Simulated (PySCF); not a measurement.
# CoO(OH)₂: doublet, from a T-shaped (ligand arrangement 1) start

The task is one start of a wider search on CoO(OH)₂: the doublet, from a T-shaped (ligand arrangement 1) start. It is relaxed, tested by its Hessian and followed downhill if it is a saddle.

Computed with PySCF 2.14.0. Level: PBE0, basis Co def2-TZVP, O def2-TZVP, H def2-TZVP, no relativity, density fitting.

### 1 The system as given

6 atoms, charge 0, spin multiplicity 2.

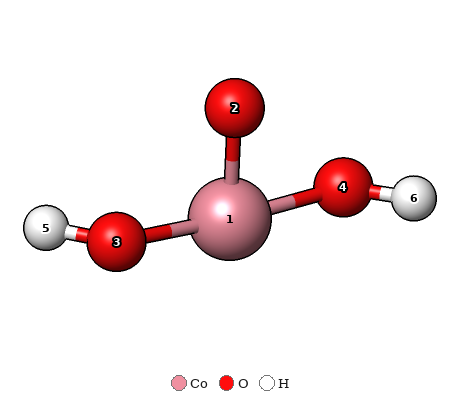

As it starts; cobalt pink, oxygen red, hydrogen white; atoms are numbered from 1 in the order of the file.

Coordinates in bohr (charge 0 multiplicity 2):
```
Co    0.0000    0.0000    0.0000
O     0.0000    0.0000    3.0236
O     3.2860    0.0000    0.1147
O    -3.2860    0.0000    0.1147
H     4.4514   -1.3897    0.1555
H    -4.4514    1.3897    0.1555
```

### 2 First SCF at the start

One driver script runs all steps and calls PySCF; scf.py shows how it sets up the SCF of each step. The optimiser is the driver's own. After this first run the driver tries any further starts and a stability analysis.

The input, scf.py:

```python
from pyscf import gto, scf, dft
mol = gto.M(atom='''
Co     0.000000     0.000000     0.000000
O      0.000000     0.000000     1.600000
O      1.738900     0.000000     0.060700
O     -1.738900     0.000000     0.060700
H      2.355600    -0.735400     0.082300
H     -2.355600     0.735400     0.082300''',
    basis={'Co': 'def2-TZVP', 'O': 'def2-TZVP', 'H': 'def2-TZVP'},
    charge=0, spin=1)
mf = dft.UKS(mol, xc='PBE0')
mf.grids.atom_grid = (50, 194)
aux = {'Co': 'def2-universal-JKFIT', 'O': 'def2-universal-JKFIT', 'H': 'def2-universal-JKFIT'}
mf = mf.density_fit(auxbasis=aux)
mf.conv_tol = 1e-08
mf.diis_space = 10
mf.max_cycle = 60
mf.init_guess = 'minao'
mf.verbose = 4
mf.kernel()
```

Run with:

```sh
OMP_NUM_THREADS=4 python axn.py task.json out
```

The program printed, shortened:

```text
[... the frontier levels of the middle cycles are left out ...]
init E= -1608.27539203137
[... the frontier-level lines of each cycle are left out ...]
cycle= 1 E= -1590.32858838547  delta_E= 17.9  |g|=  5.6  |ddm|= 9.48
cycle= 2 E= -1501.9118688302  delta_E= 88.4  |g|= 17.7  |ddm|= 15.7
cycle= 3 E= -1570.12415640146  delta_E= -68.2  |g|= 12.3  |ddm|= 8.31
cycle= 4 E= -1583.24342855866  delta_E= -13.1  |g|= 10.1  |ddm|= 3.21
cycle= 5 E= -1589.04579666669  delta_E= -5.8  |g|= 8.21  |ddm|= 4.32
cycle= 6 E= -1591.29799763402  delta_E= -2.25  |g|= 7.68  |ddm|= 2.98
cycle= 7 E= -1597.94241228666  delta_E= -6.64  |g|= 6.59  |ddm|= 3.18
cycle= 8 E= -1601.05722536693  delta_E= -3.11  |g|= 5.58  |ddm|= 2.14
cycle= 9 E= -1602.47601081699  delta_E= -1.42  |g|= 4.79  |ddm|= 1.43
cycle= 10 E= -1606.97052052212  delta_E= -4.49  |g|= 2.81  |ddm|= 1.49
cycle= 11 E= -1607.89511280255  delta_E= -0.925  |g|= 2.23  |ddm|= 0.549
cycle= 12 E= -1599.94766466209  delta_E= 7.95  |g|= 5.34  |ddm|= 5.39
cycle= 13 E= -1608.20429875654  delta_E= -8.26  |g|= 1.83  |ddm|= 5.35
cycle= 14 E= -1608.96815955131  delta_E= -0.764  |g|= 0.78  |ddm|= 0.638
[... 15 cycles left out ...]
cycle= 30 E= -1609.15404788378  delta_E= -2.72e-06  |g|= 0.000314  |ddm|= 0.00618
cycle= 31 E= -1609.15404918006  delta_E= -1.3e-06  |g|= 0.000269  |ddm|= 0.00346
cycle= 32 E= -1609.15405057699  delta_E= -1.4e-06  |g|= 0.000259  |ddm|= 0.00392
cycle= 33 E= -1609.15405193373  delta_E= -1.36e-06  |g|= 0.000219  |ddm|= 0.00415
cycle= 34 E= -1609.15405311232  delta_E= -1.18e-06  |g|= 0.000185  |ddm|= 0.00438
cycle= 35 E= -1609.15405364952  delta_E= -5.37e-07  |g|= 0.000167  |ddm|= 0.00257
cycle= 36 E= -1609.15405416638  delta_E= -5.17e-07  |g|= 0.00011  |ddm|= 0.00307
cycle= 37 E= -1609.15405453925  delta_E= -3.73e-07  |g|= 8.89e-05  |ddm|= 0.00342
cycle= 38 E= -1609.15405466078  delta_E= -1.22e-07  |g|= 5.55e-05  |ddm|= 0.00178
cycle= 39 E= -1609.15405469334  delta_E= -3.26e-08  |g|= 4.58e-05  |ddm|= 0.000738
cycle= 40 E= -1609.15405471609  delta_E= -2.28e-08  |g|= 4.07e-05  |ddm|= 0.000533
cycle= 41 E= -1609.15405473016  delta_E= -1.41e-08  |g|= 3.04e-05  |ddm|= 0.000417
cycle= 42 E= -1609.15405474204  delta_E= -1.19e-08  |g|= 1.81e-05  |ddm|= 0.000466
cycle= 43 E= -1609.15405474826  delta_E= -6.22e-09  |g|= 1.32e-05  |ddm|= 0.000378
Extra cycle  E= -1609.15405474845  delta_E= -1.83e-10  |g|= 3.19e-05  |ddm|= 3.56e-05
converged SCF energy = -1609.15405474845  <S^2> = 1.73912  2S+1 = 2.8207233
```

This step, with its further starts and checks, took 80 s on 4 threads of AMD EPYC 7R43 (Zen 3), shared host.

The starts that the driver tried:

```tsv
start	energy (Eh)
the minimal-basis guess	-1609.154055
a thermally smeared density	-1609.145227
a smeared PBE density	-1609.149957
```

The test of internal stability and the other starts found no lower solution of this spin.

### 3 Relaxation: T-shaped (ligand arrangement 1) start, doublet

The program finds C2 symmetry in the start, which this walk keeps.

scf.py, as its differences from that of step 2:

```diff
@@ -3,6 +3,6 @@
-Co     0.000000     0.000000     0.000000
-O      0.000000     0.000000     1.600000
-O      1.738900     0.000000     0.060700
-O     -1.738900     0.000000     0.060700
-H      2.355600    -0.735400     0.082300
-H     -2.355600     0.735400     0.082300''',
+Co     0.000000     0.000000    -0.254279
+O      0.000000     0.000000     1.345721
+O      1.738900    -0.000000    -0.193579
+O     -1.738900     0.000000    -0.193579
+H      2.355600    -0.735400    -0.171979
+H     -2.355600     0.735400    -0.171979''',
@@ -18 +17,0 @@
-mf.init_guess = 'minao'
```

The optimiser's trace:

```tsv
step	energy (Eh)	change (kJ/mol)	largest symmetric gradient (Eh/bohr)
0	-1609.154055	0.00	0.05682
1	-1609.169355	-40.17	0.01961
2	-1609.181732	-72.67	0.03608
3	-1609.189101	-92.01	0.03544
4	-1609.196208	-110.67	0.04240
5	-1609.215224	-160.60	0.02514
6	-1609.219016	-170.56	0.01353
7	-1609.219748	-172.48	0.01381
8	-1609.220330	-174.00	0.00308
9	-1609.220454	-174.33	0.00213
10	-1609.220513	-174.49	0.00352
11	-1609.220554	-174.59	0.00270
12	-1609.220614	-174.75	0.00170
13	-1609.220650	-174.85	0.00104
14	-1609.220653	-174.85	0.00017
15	-1609.220655	-174.86	0.00010
```

The walk took 3.4 min.

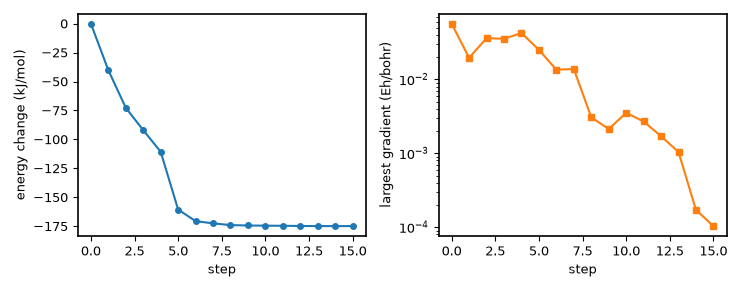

Energy and largest gradient along the walk.

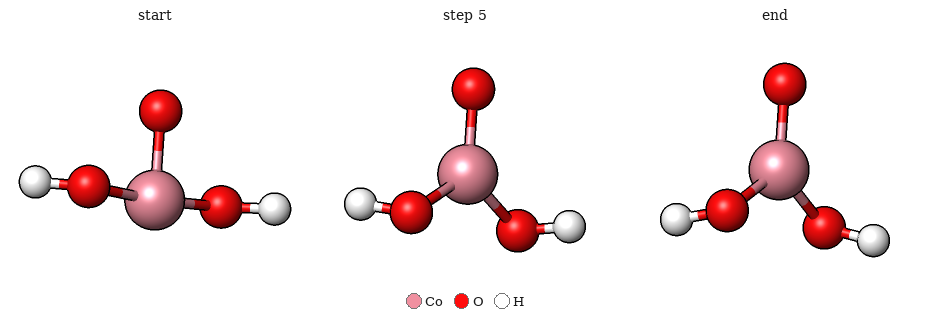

The geometry along the walk, at one scale.

End point (C2, 15 steps, 174.9 kJ/mol gained): Co–O 1.538 Å, Co–O 1.710 Å (×2), O–H 0.967 Å (×2); Co–O–H 110.9° (×2), O–Co–O 117.4°, O–Co–O 121.3° (×2).

### 4 Hessian and properties

The point is checked on the finer grid, and tightened if its gradient asks for it. The Hessian and the dipole derivatives come from central differences of analytic gradients, with steps of 0.02 bohr.

scf.py, as its differences from that of step 3:

```diff
@@ -3,6 +3,6 @@
-Co     0.000000     0.000000    -0.254279
-O      0.000000     0.000000     1.345721
-O      1.738900    -0.000000    -0.193579
-O     -1.738900     0.000000    -0.193579
-H      2.355600    -0.735400    -0.171979
-H     -2.355600     0.735400    -0.171979''',
+Co     0.000000     0.000000     0.055425
+O      0.000000     0.000000     1.593379
+O      1.451642     0.165065    -0.831998
+O     -1.451642    -0.165065    -0.831998
+H      1.837067    -0.698623    -1.030938
+H     -1.837067     0.698623    -1.030938''',
@@ -12 +12 @@
-mf.grids.atom_grid = (50, 194)
+mf.grids.atom_grid = (75, 302)
@@ -15 +15 @@
-mf.conv_tol = 1e-08
+mf.conv_tol = 1e-10
```

The driver hands on the density of the step before, so the log starts near convergence.

SCF at the final geometry:

```text
init E= -1609.22052734899
[... the frontier-level lines of each cycle are left out ...]
cycle= 1 E= -1609.22052734899  delta_E= 2.73e-12  |g|= 1.56e-06  |ddm|= 2.03e-06
Extra cycle  E= -1609.22052734898  delta_E= 1.48e-11  |g|= 8.86e-06  |ddm|= 3.24e-06
converged SCF energy = -1609.22052734898  <S^2> = 0.96313444  2S+1 = 2.2028476
```

The whole step took 5.7 min.

Geometry: C2; Co–O 1.538 Å, Co–O 1.709 Å (×2), O–H 0.966 Å (×2); Co–O–H 111.1° (×2), O–Co–O 117.5°, O–Co–O 121.3° (×2).

Modes, for the most abundant isotopes:

| symmetry | ω (cm⁻¹) | IR (km/mol) |
| --- | --- | --- |
| b | 165 | 12.3 |
| a | 207 | 6.5 |
| b | 231 | 1.8 |
| a | 386 | 152 |
| b | 464 | 82.2 |
| a | 680 | 15.1 |
| b | 769 | 149 |
| b | 836 | 133 |
| a | 857 | 52.0 |
| a | 1024 | 122 |
| b | 3804 | 188 |
| a | 3808 | 45.8 |

All wavenumbers are real: a minimum.

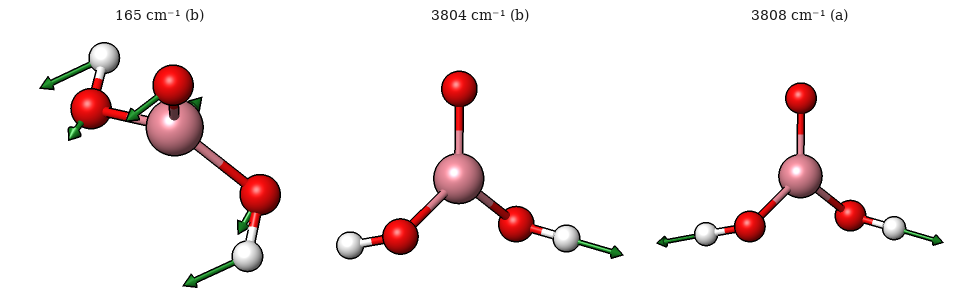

How the atoms move in 3 of the modes.

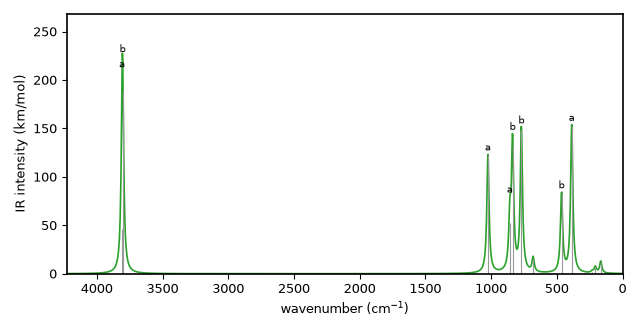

The harmonic infrared spectrum (widths in cm⁻¹). Lines are broadened to a width of 20 cm⁻¹ (Lorentzian).

Constants and moments:

```yaml
Dipole_moment: 1.52 D
Highest_occupied_level: -8.54 eV
Lowest_empty_level: -4.18 eV
Rotational_constants: 0.2532, 0.2216, 0.1207 cm⁻¹
Zero-point_energy: 79.1 kJ/mol
Principal_polarisabilities: 26.1, 46.5, 48.2 bohr³
Atomisation_energy_without_zero-point_energy: 1774 kJ/mol
Principal_traceless_quadrupole_moments_about_the_centre_of_mass: -7.06, -4.87, 11.94 D Å
Entropy_at_298.15_K_and_1_bar_electronic_part_spin_only: 310.4 J/(mol K)
Heat_capacity_Cp_at_298.15_K: 81.0 J/(mol K)
Enthalpy_at_298.15_K_above_0_K: 16.83 kJ/mol
Rotational_symmetry_number: 2
Spin_squared_⟨S²⟩: 0.963
```

Populations by atom (charges in e):

```csv
atom,Mulliken,Löwdin,polar tensor,spin (Mulliken),Mayer order to Co1
Co1,0.98,0.23,1.35,0.91,–
O2,-0.46,-0.14,-0.53,0.10,1.84
"O3,4",-0.60,-0.22,-0.70,0.00,0.96
"H5,6",0.34,0.18,0.29,0.00,0.02
```

Mulliken populations on Co1: s 6.41, p 12.30, d 7.31, f 0.00.

### 5 Outcome

| quantity | value |
| --- | --- |
| minimum | doublet, C2 |
| geometry | Co–O 1.538 Å, Co–O 1.709 Å (×2), O–H 0.966 Å (×2); Co–O–H 111.1° (×2), O–Co–O 117.5°, O–Co–O 121.3° (×2) |
| wavenumbers (cm⁻¹) | 165 (b), 207 (a), 231 (b), 386 (a), 464 (b), 680 (a), 769 (b), 836 (b), 857 (a), 1024 (a), 3804 (b), 3808 (a) |
| dipole moment | 1.52 D |
| highest occupied, lowest empty level (either spin) | -8.54, -4.18 eV |
| polar-tensor charge of Co1 | +1.35 e |
| zero-point energy | 79.1 kJ/mol |
| entropy at 298.15 K | 310.4 J/(mol K) |
| atomisation energy (no zero-point energy) | 1774 kJ/mol |
| ⟨S²⟩ | 0.963 |

The molecule stays C2, as typed, and the end point is a minimum. In the infrared the band at 3804 cm⁻¹ (b) leads. Most of the spin sits on Co1 (Mulliken spin 0.91, against 1 for the whole molecule). Only this shape and spin were tried, so other structures or states may lie lower. The determinant is spin-contaminated (⟨S²⟩ = 0.96, pure value 0.75). One determinant may miss the lowest occupation of an open d or f shell.

The search up to here took 10 min.
